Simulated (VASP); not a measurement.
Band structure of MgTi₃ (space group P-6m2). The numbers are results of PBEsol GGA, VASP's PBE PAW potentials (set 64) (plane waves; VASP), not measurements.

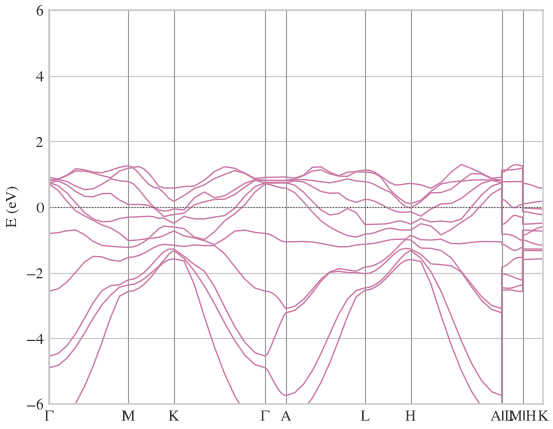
Figure. Bands along high-symmetry lines, zero at the valence-band maximum or, without a gap, the Fermi level

Task: Read the plot: is there a gap, and where are the band edges?

Result: It has no gap at this level: it comes out as a metal or semimetal. (Edges off the drawn lines would not show.)

The structure comes from a computed database's MgTi3 entry (P-6m2); how it stands against other phases isn't given here. It was relaxed first.
